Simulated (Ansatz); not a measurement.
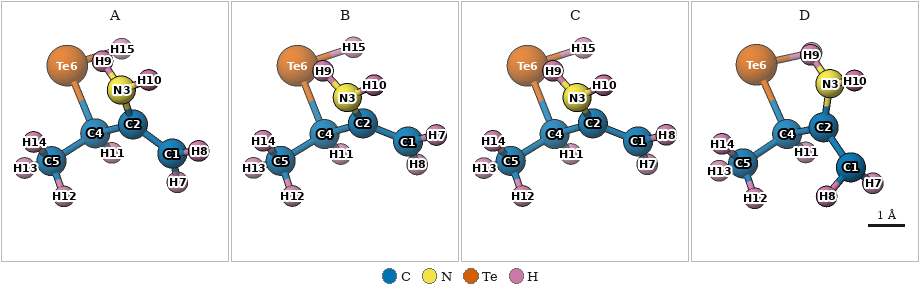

4 geometries from a converged minimum-energy path of C₄H₉NTe, shuffled. The picture is a ball-and-stick view, seen at a tilt.

All numbers below come from RKS PBE/def2-SVP (Ansatz). Settings: 7 movable images; climbing image; force threshold 0.05 eV/Å; iteration limit 59; starting path through a guess of the saddle point.

Question: Which frame is the top of the path?

Answer: D. In order along the path, whose images run from 0 to 8: C (image 0, 0.00 eV), A (image 1, +0.04 eV), D (image 4, +2.23 eV), B (image 8, 0.00 eV). The motion is a rotation about the C1–C2 bond by about 180°. No bond forms or breaks between the ends. Bond angles that change up to the highest image, for instance: H9–N3–H10 111.7° → 123.2°, H7–C1–H8 117.8° → 106.2°.
